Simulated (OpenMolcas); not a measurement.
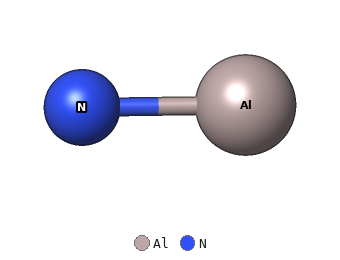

The molecule at the reference distance of 1.732 Å.

# AlN⁻: relativistic diatomic calculation (part 1 of 2)

- system: AlN⁻.
- method: SA-CASSCF(9,8)/XMS-CASPT2 + RASSI spin-orbit (X2C scalar, AMFI), ANO-RCC-VTZP (OpenMolcas)

**The input**
```
&GATEWAY
Coord
2
angstrom
Al 0.0 0.0 0.0
N 0.0 0.0 1.7320
Basis=ANO-RCC-VTZP
Group=XY
RX2C
AMFI
ANGMom
0.0 0.0 0.0
RICD
&SEWARD
&GUESSORB
&RASSCF
FileOrb=$CurrDir/o21.orb
Symmetry=1
Spin=2
nActEl=9 0 0
Inactive=4 2
RAS2=4 4
CIRoot=5 5 1
Linear
Iterations=120 100
OrbListing=Nothing
PRWF=0.15
>>COPY $Project.RasOrb $CurrDir/o21.orb
>>COPY $Project.rasscf.h5 $CurrDir/r21.h5
&CASPT2
XMultistate=all
Imaginary=0.2
IPEA=0.25
MaxIter=40
>>COPY $Project.JobMix JOB001
&RASSCF
FileOrb=$CurrDir/o22.orb
Symmetry=2
Spin=2
nActEl=9 0 0
Inactive=4 2
RAS2=4 4
CIRoot=6 6 1
Linear
Iterations=120 100
OrbListing=Nothing
PRWF=0.15
>>COPY $Project.RasOrb $CurrDir/o22.orb
>>COPY $Project.rasscf.h5 $CurrDir/r22.h5
&CASPT2
XMultistate=all
Imaginary=0.2
IPEA=0.25
MaxIter=40
>>COPY $Project.JobMix JOB002
&RASSCF
FileOrb=$CurrDir/o41.orb
Symmetry=1
Spin=4
nActEl=9 0 0
Inactive=4 2
RAS2=4 4
CIRoot=4 4 1
Linear
Iterations=120 100
OrbListing=Nothing
PRWF=0.15
>>COPY $Project.RasOrb $CurrDir/o41.orb
>>COPY $Project.rasscf.h5 $CurrDir/r41.h5
&CASPT2
XMultistate=all
Imaginary=0.2
IPEA=0.25
MaxIter=40
>>COPY $Project.JobMix JOB003
&RASSCF
FileOrb=$CurrDir/o42.orb
Symmetry=2
Spin=4
nActEl=9 0 0
Inactive=4 2
RAS2=4 4
CIRoot=2 2 1
Linear
Iterations=120 100
OrbListing=Nothing
PRWF=0.15
>>COPY $Project.RasOrb $CurrDir/o42.orb
>>COPY $Project.rasscf.h5 $CurrDir/r42.h5
&CASPT2
XMultistate=all
Imaginary=0.2
IPEA=0.25
MaxIter=40
>>COPY $Project.JobMix JOB004
&RASSI
Nr of JobIphs=4 5 6 4 2
1 2 3 4 5
1 2 3 4 5 6
1 2 3 4
1 2
SpinOrbit
EJob
Omega
MEES
MESO
Properties=4
'AngMom' 3 'Mltpl  1' 1 'Mltpl  1' 2 'Mltpl  1' 3
Thrs=1.0d-4
>>COPY $Project.rassi.h5 $CurrDir/so.h5
```

The first orbital files come from an earlier step.

Run as:
```bash
pymolcas m.inp (one call a module block, same work directory)
```

**Log (extracts)**
```
++    Wave function specifications:
      Number of closed shell electrons          12
      Number of electrons in active shells       9
      Number of inactive orbitals                6
      Number of active orbitals                  8
      Number of secondary orbitals              50
      Spin quantum number                      0.5
      State symmetry                             1
++    Orbital specifications:
      Symmetry species                           1   2
                                                 a   b
      Frozen orbitals                            0   0
      Inactive orbitals                          4   2
      Active orbitals                            4   4
      RAS2 orbitals                              4   4
      Secondary orbitals                        26  24
      Number of basis functions                 34  30
      printout of CI-coefficients larger than  0.15 for root  1
      energy=    -296.845401
      conf/sym  1111 2222     Coeff  Weight
           730  0u22 2200  -0.86501 0.74824
           734  0u22 u2d0   0.19072 0.03637
           747  0u22 2u0d  -0.19072 0.03637
      printout of CI-coefficients larger than  0.15 for root  2
      energy=    -296.779983
      conf/sym  1111 2222     Coeff  Weight
           345  022u 2200   0.63357 0.40141
           347  022u d2u0  -0.22905 0.05246
           354  022u 2d0u   0.22905 0.05246
           730  0u22 2200   0.17560 0.03084
           732  0u22 d2u0   0.34979 0.12235
           739  0u22 2d0u  -0.34979 0.12235
      printout of CI-coefficients larger than  0.15 for root  3
      energy=    -296.719211
      conf/sym  1111 2222     Coeff  Weight
           731  0u22 2du0   0.24411 0.05959
           733  0u22 2ud0   0.59908 0.35890
           740  0u22 d20u   0.24411 0.05959
           748  0u22 u20d   0.59909 0.35891
      printout of CI-coefficients larger than  0.15 for root  4
      energy=    -296.718633
      conf/sym  1111 2222     Coeff  Weight
           731  0u22 2du0   0.20073 0.04029
           733  0u22 2ud0   0.60862 0.37041
           740  0u22 d20u  -0.20072 0.04029
           748  0u22 u20d  -0.60861 0.37041
      printout of CI-coefficients larger than  0.15 for root  5
      energy=    -296.718633
      conf/sym  1111 2222     Coeff  Weight
           732  0u22 d2u0  -0.20073 0.04029
           734  0u22 u2d0  -0.60861 0.37041
           739  0u22 2d0u  -0.20073 0.04029
           747  0u22 2u0d  -0.60861 0.37041
      Natural orbitals and occupation numbers for root  1
      sym 1:   0.029282   1.059604   1.992618   1.893311
      sym 2:   1.872257   1.872257   0.140336   0.140336
      Natural orbitals and occupation numbers for root  2
      sym 1:   0.034358   1.641600   1.990859   1.314410
      sym 2:   1.682374   1.682374   0.327012   0.327012
      Natural orbitals and occupation numbers for root  3
      sym 1:   0.026662   1.042471   1.994838   1.902690
      sym 2:   1.484055   1.484067   0.532602   0.532613
      Natural orbitals and occupation numbers for root  4
      sym 1:   0.024603   1.031737   1.992909   1.903421
      sym 2:   1.491521   1.491509   0.532155   0.532144
      Natural orbitals and occupation numbers for root  5
      sym 1:   0.024603   1.031736   1.992909   1.903422
      sym 2:   1.491516   1.491515   0.532149   0.532149
      RASSCF energy for state  5                   -296.71863285
::    RASSCF root number  1 Total energy:   -296.84540111
::    RASSCF root number  2 Total energy:   -296.77998276
::    RASSCF root number  3 Total energy:   -296.71921063
::    RASSCF root number  4 Total energy:   -296.71863285
::    RASSCF root number  5 Total energy:   -296.71863285
      Von Neumann Entropy (Root   1) =  1.37115
++    Wave function specifications:
      Number of closed shell electrons           6
      Number of electrons in active shells       9
      Number of inactive orbitals                3
      Number of active orbitals                  8
      Number of secondary orbitals              50
      Spin quantum number                      0.5
      State symmetry                             1
      Number of CSFs                          1176
      Number of CASSCF root(s) available         5
      CASPT2 state passed to geometry opt.       5
      A file JOBMIX will be created
      This is a MULTI-STATE CASSCF reference
      Number of CI roots used                    5
      These are:                                 1   2   3   4   5
      Off-diagonal elements of Heff are computed
  FINAL CASPT2 RESULT:
      Reference energy:        -296.8454011055
      E2 (Non-variational):      -0.3720927329
      Shift correction:          -0.0020830689
      E2 (Variational):          -0.3741758017
      Total energy:            -297.2195769072
      Reference weight:           0.91352
  FINAL CASPT2 RESULT:
      Reference energy:        -296.7799827625
      E2 (Non-variational):      -0.3534325502
      Shift correction:          -0.0018987721
      E2 (Variational):          -0.3553313223
      Total energy:            -297.1353140848
      Reference weight:           0.92266
  FINAL CASPT2 RESULT:
      Reference energy:        -296.7192106302
      E2 (Non-variational):      -0.3714104444
      Shift correction:          -0.0024032949
      E2 (Variational):          -0.3738137393
      Total energy:            -297.0930243695
      Reference weight:           0.91257
  FINAL CASPT2 RESULT:
      Reference energy:        -296.7186328530
      E2 (Non-variational):      -0.3697584499
      Shift correction:          -0.0023785028
      E2 (Variational):          -0.3721369526
      Total energy:            -297.0907698056
      Reference weight:           0.91367
  FINAL CASPT2 RESULT:
      Reference energy:        -296.7186328530
      E2 (Non-variational):      -0.3693655620
      Shift correction:          -0.0023745833
      E2 (Variational):          -0.3717401452
      Total energy:            -297.0903729982
      Reference weight:           0.91394
       Total XMS-CASPT2 energies:
::    XMS-CASPT2 Root  1     Total energy:   -297.21794408
::    XMS-CASPT2 Root  2     Total energy:   -297.13694692
::    XMS-CASPT2 Root  3     Total energy:   -297.09302437
::    XMS-CASPT2 Root  4     Total energy:   -297.09077000
::    XMS-CASPT2 Root  5     Total energy:   -297.09037281
++    Wave function specifications:
      Number of closed shell electrons          12
      Number of electrons in active shells       9
      Number of inactive orbitals                6
      Number of active orbitals                  8
      Number of secondary orbitals              50
      Spin quantum number                      0.5
      State symmetry                             2
      printout of CI-coefficients larger than  0.15 for root  1
      energy=    -296.836383
      conf/sym  1111 2222     Coeff  Weight
           185  0222 2u00  -0.25179 0.06340
           186  0222 u200  -0.88676 0.78635
           199  0222 uu0d  -0.20126 0.04050
           202  0222 u002   0.15629 0.02443
      printout of CI-coefficients larger than  0.15 for root  2
      energy=    -296.836383
      conf/sym  1111 2222     Coeff  Weight
           185  0222 2u00   0.88676 0.78635
           186  0222 u200  -0.25179 0.06340
           190  0222 uud0   0.20126 0.04050
           192  0222 0u20   0.15629 0.02443
      printout of CI-coefficients larger than  0.15 for root  3
      energy=    -296.721059
      conf/sym  1111 2222     Coeff  Weight
           189  0222 02u0  -0.16281 0.02651
           199  0222 uu0d  -0.17565 0.03085
           449  0220 22u0  -0.24537 0.06021
           729  0022 22u0   0.76607 0.58687
           733  0022 2udu  -0.17107 0.02926
           989  0u2u 22d0   0.21270 0.04524
      printout of CI-coefficients larger than  0.15 for root  4
      energy=    -296.721059
      conf/sym  1111 2222     Coeff  Weight
           190  0222 uud0  -0.17565 0.03085
           193  0222 200u   0.16281 0.02651
           452  0220 220u   0.24537 0.06020
           732  0022 220u  -0.76607 0.58687
           734  0022 u2du   0.16913 0.02861
           993  0u2u d2du  -0.17849 0.03186
           995  0u2u 220d  -0.21270 0.04524
      printout of CI-coefficients larger than  0.15 for root  5
      energy=    -296.714472
      conf/sym  1111 2222     Coeff  Weight
           185  0222 2u00  -0.18090 0.03272
           188  0222 udu0   0.40119 0.16095
           190  0222 uud0   0.64575 0.41699
           193  0222 200u  -0.41405 0.17144
           195  0222 020u   0.15331 0.02350
           200  0222 u0ud  -0.15586 0.02429
           732  0022 220u  -0.19716 0.03887
      printout of CI-coefficients larger than  0.15 for root  6
      energy=    -296.714472
      conf/sym  1111 2222     Coeff  Weight
           186  0222 u200   0.18090 0.03272
           187  0222 20u0   0.15331 0.02350
           189  0222 02u0  -0.41405 0.17144
           194  0222 ud0u   0.40119 0.16095
           197  0222 0udu  -0.16016 0.02565
           199  0222 uu0d  -0.64575 0.41699
           729  0022 22u0  -0.19716 0.03887
      Natural orbitals and occupation numbers for root  1
      sym 1:   0.025272   1.927695   1.995615   1.979294
      sym 2:   0.986162   1.883553   0.070171   0.132238
      Natural orbitals and occupation numbers for root  2
      sym 1:   0.025272   1.927695   1.995615   1.979294
      sym 2:   1.883553   0.986162   0.132238   0.070171
      Natural orbitals and occupation numbers for root  3
      sym 1:   0.010342   0.481083   1.991693   1.674450
      sym 2:   1.857801   1.764185   0.982098   0.238348
      Natural orbitals and occupation numbers for root  4
      sym 1:   0.010342   0.481084   1.991693   1.674450
      sym 2:   1.764184   1.857801   0.238348   0.982098
      Natural orbitals and occupation numbers for root  5
      sym 1:   0.017824   1.837244   1.989527   1.941503
      sym 2:   1.288614   0.889753   0.673883   0.361652
      Natural orbitals and occupation numbers for root  6
      sym 1:   0.017824   1.837244   1.989527   1.941503
      sym 2:   0.889753   1.288614   0.361652   0.673883
      RASSCF energy for state  6                   -296.71447232
::    RASSCF root number  1 Total energy:   -296.83638266
::    RASSCF root number  2 Total energy:   -296.83638266
::    RASSCF root number  3 Total energy:   -296.72105866
::    RASSCF root number  4 Total energy:   -296.72105866
::    RASSCF root number  5 Total energy:   -296.71447232
::    RASSCF root number  6 Total energy:   -296.71447232
      Von Neumann Entropy (Root   1) =  1.16208
++    Wave function specifications:
      Number of closed shell electrons           6
      Number of electrons in active shells       9
      Number of inactive orbitals                3
      Number of active orbitals                  8
      Number of secondary orbitals              50
      Spin quantum number                      0.5
      State symmetry                             2
      Number of CSFs                          1176
      Number of CASSCF root(s) available         6
      CASPT2 state passed to geometry opt.       6
      A file JOBMIX will be created
      This is a MULTI-STATE CASSCF reference
      Number of CI roots used                    6
      These are:                                 1   2   3   4   5   6
      Off-diagonal elements of Heff are computed
  FINAL CASPT2 RESULT:
      Reference energy:        -296.8363826636
      E2 (Non-variational):      -0.3681615704
      Shift correction:          -0.0021818505
      E2 (Variational):          -0.3703434210
      Total energy:            -297.2067260845
      Reference weight:           0.91384
  FINAL CASPT2 RESULT:
      Reference energy:        -296.8363826619
      E2 (Non-variational):      -0.3681615714
      Shift correction:          -0.0021818506
      E2 (Variational):          -0.3703434220
      Total energy:            -297.2067260839
      Reference weight:           0.91384
  FINAL CASPT2 RESULT:
      Reference energy:        -296.7210586621
      E2 (Non-variational):      -0.3745620356
      Shift correction:          -0.0038920962
      E2 (Variational):          -0.3784541318
      Total energy:            -297.0995127939
      Reference weight:           0.90037
  FINAL CASPT2 RESULT:
      Reference energy:        -296.7210586593
      E2 (Non-variational):      -0.3745620019
      Shift correction:          -0.0038920974
      E2 (Variational):          -0.3784540993
      Total energy:            -297.0995127586
      Reference weight:           0.90037
  FINAL CASPT2 RESULT:
      Reference energy:        -296.7144723160
      E2 (Non-variational):      -0.3594971624
      Shift correction:          -0.0025821924
      E2 (Variational):          -0.3620793549
      Total energy:            -297.0765516709
      Reference weight:           0.91410
  FINAL CASPT2 RESULT:
      Reference energy:        -296.7144723154
      E2 (Non-variational):      -0.3594971641
      Shift correction:          -0.0025821926
      E2 (Variational):          -0.3620793567
      Total energy:            -297.0765516721
      Reference weight:           0.91410
       Total XMS-CASPT2 energies:
::    XMS-CASPT2 Root  1     Total energy:   -297.20435686
::    XMS-CASPT2 Root  2     Total energy:   -297.20435686
::    XMS-CASPT2 Root  3     Total energy:   -297.09970079
::    XMS-CASPT2 Root  4     Total energy:   -297.09970076
::    XMS-CASPT2 Root  5     Total energy:   -297.07873290
::    XMS-CASPT2 Root  6     Total energy:   -297.07873290
++    Wave function specifications:
      Number of closed shell electrons          12
      Number of electrons in active shells       9
      Number of inactive orbitals                6
      Number of active orbitals                  8
      Number of secondary orbitals              50
      Spin quantum number                      1.5
      State symmetry                             1
      printout of CI-coefficients larger than  0.15 for root  1
      energy=    -296.778364
      conf/sym  1111 2222     Coeff  Weight
           159  022u duuu   0.16532 0.02733
           329  0u22 2uu0   0.63853 0.40772
           333  0u22 u20u   0.63853 0.40772
      printout of CI-coefficients larger than  0.15 for root  2
      energy=    -296.750192
      conf/sym  1111 2222     Coeff  Weight
           329  0u22 2uu0  -0.65429 0.42810
           330  0u22 u2u0  -0.17315 0.02998
           332  0u22 2u0u  -0.17315 0.02998
           333  0u22 u20u   0.65429 0.42810
      printout of CI-coefficients larger than  0.15 for root  3
      energy=    -296.750192
      conf/sym  1111 2222     Coeff  Weight
           329  0u22 2uu0  -0.17315 0.02998
           330  0u22 u2u0   0.65429 0.42810
           332  0u22 2u0u   0.65429 0.42810
           333  0u22 u20u   0.17315 0.02998
      printout of CI-coefficients larger than  0.15 for root  4
      energy=    -296.739744
      conf/sym  1111 2222     Coeff  Weight
           330  0u22 u2u0   0.66200 0.43824
           332  0u22 2u0u  -0.66200 0.43824
      Natural orbitals and occupation numbers for root  1
      sym 1:   0.025377   1.049087   1.994012   1.921438
      sym 2:   1.426648   1.426647   0.578396   0.578396
      Natural orbitals and occupation numbers for root  2
      sym 1:   0.023319   1.039674   1.994489   1.923565
      sym 2:   1.465196   1.465196   0.544280   0.544281
      Natural orbitals and occupation numbers for root  3
      sym 1:   0.023319   1.039673   1.994489   1.923565
      sym 2:   1.465196   1.465196   0.544280   0.544280
      Natural orbitals and occupation numbers for root  4
      sym 1:   0.022362   1.023210   1.989617   1.914550
      sym 2:   1.480436   1.480435   0.544694   0.544695
      RASSCF energy for state  4                   -296.73974439
::    RASSCF root number  1 Total energy:   -296.77836448
::    RASSCF root number  2 Total energy:   -296.75019204
::    RASSCF root number  SPIN-FREE ENERGIES:
  (Shifted by EMIN (a.u.) =       -297.2179440756)
 SF State       Relative EMIN(au)   Rel lowest level(eV)    D:o, cm**(-1)      Abs_M
     1             0.0000000000        0.0000000000              0.0000         0.0
     6             0.0135872179        0.3697270330           2982.0496         1.0
     7             0.0135872189        0.3697270626           2982.0499         1.0
     2             0.0809971577        2.2040449436          17776.8213         0.0
    12             0.0829176318        2.2563037048          18198.3167         0.0
    13             0.0987622515        2.6874577710          21675.8087         2.0
    14             0.0989490723        2.6925414255          21716.8112         2.0
    15             0.1096371663        2.9833792791          24062.5767         0.0
    16             0.1131025117        3.0776761301          24823.1321         1.0
    17             0.1131025117        3.0776761301          24823.1321         1.0
     8             0.1182432815        3.2175636028          25951.4006         1.0
     9             0.1182433180        3.2175645973          25951.4086         1.0
     3             0.1249197075        3.3992384106          27416.7068         0.0
     4             0.1271740786        3.4605829723          27911.4840         2.0
     5             0.1275712687        3.4713910670          27998.6572         2.0
    10             0.1392111761        3.7881290814          30553.3215         1.0
    11             0.1392111772        3.7881291124          30553.3218         1.0
```

(Continued in part 2.) Outcome of the run: converged; components of a degenerate state are split by 87 cm⁻¹; whether the anion is bound against detachment isn't tested.
